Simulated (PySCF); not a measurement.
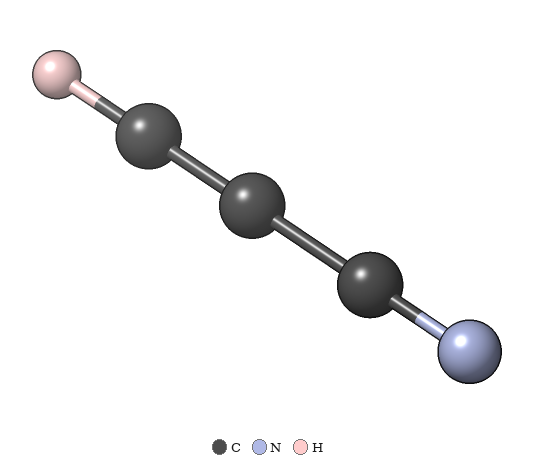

Ball-and-stick drawing of a structure.

Description:

It has 5 atoms: 3 carbon, 1 hydrogen and 1 nitrogen (C3HN). As SMILES it reads `C#CC#N`. Among its groups: nitrile, alkyne. The point group is C∞v. All atoms lie on one line. Coordination: 3 C linear.

More results for the same structure follow; atom numbers are the same in all pictures, views and colours differ. The computed structure is the end point of a PBE0-D3(BJ)/def2-TZVP optimisation. No frequency run is at hand to confirm it as a minimum.

NMR shielding

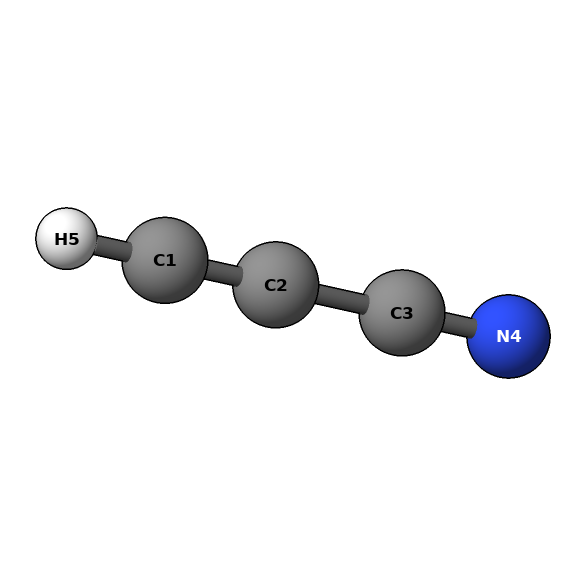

No frequency run is at hand to confirm it as a minimum. Properties computed with GIAO KT3/pcSseg-2 NMR shielding, non-relativistic, gas phase (PySCF 2.14.0). Principal shieldings σ11 ≤ σ22 ≤ σ33, span Ω = σ33 − σ11, skew κ = 3(σiso − σ22)/Ω.

Give the shielding tensors of the N atoms.

```json
{"atom": "N4", "σ11": "−194.2", "σ22": "−194.2", "σ33": "343.2", "σiso": "−15.1", "Ω": "537.4", "κ": "1.00"}
```

Shieldings and span in ppm.

Dipole moment

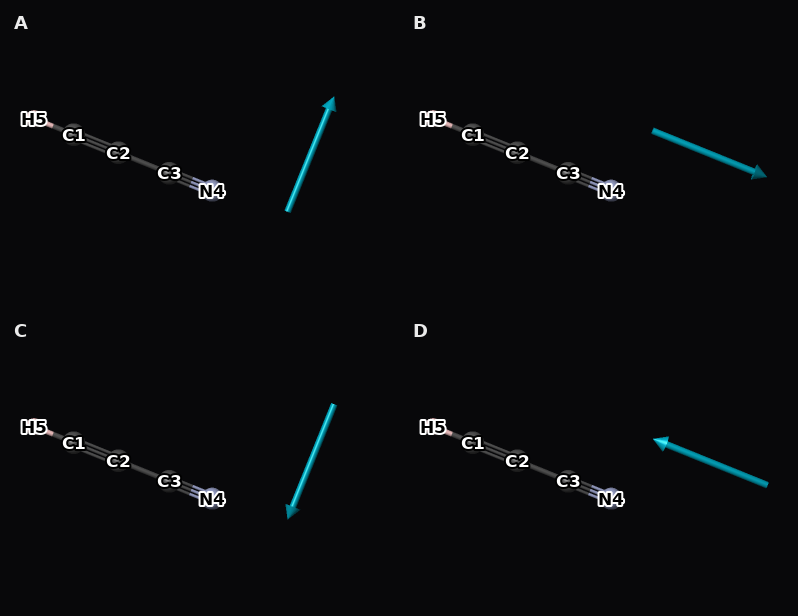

The same molecule four times, each with an arrow. No frequency run is at hand to confirm it as a minimum. Properties computed with CAM-B3LYP/aug-cc-pVTZ, gas phase (PySCF 2.14.0).

Which arrow points along the dipole moment, from the negative to the positive end?

D. The dipole moment is 3.94 D; it points from the side of N4 to the side of H5 (the outermost atoms at the two ends).

Polarisability

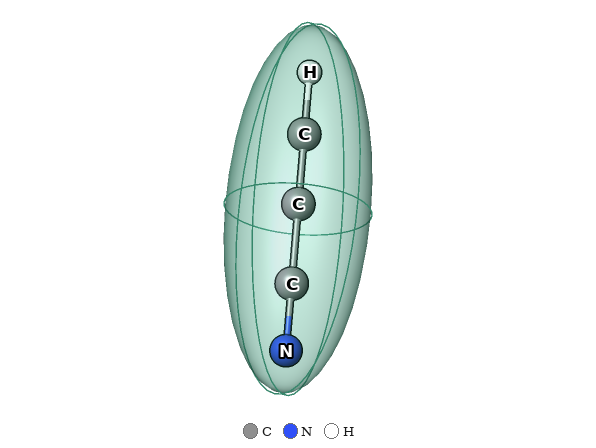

The ellipsoid shows the static dipole polarisability: its half-axes are proportional to the principal values. No frequency run is at hand to confirm it as a minimum. Method: ωB97X-D/aug-cc-pVTZ (PySCF 2.14.0).

Give the principal values, the mean and the anisotropy.

Principal values 26.0, 26.0, 69.1 bohr³; mean 40.3 bohr³ (5.98 Å³); anisotropy 43.2 bohr³, so the longest axis is 2.66 times the shortest.
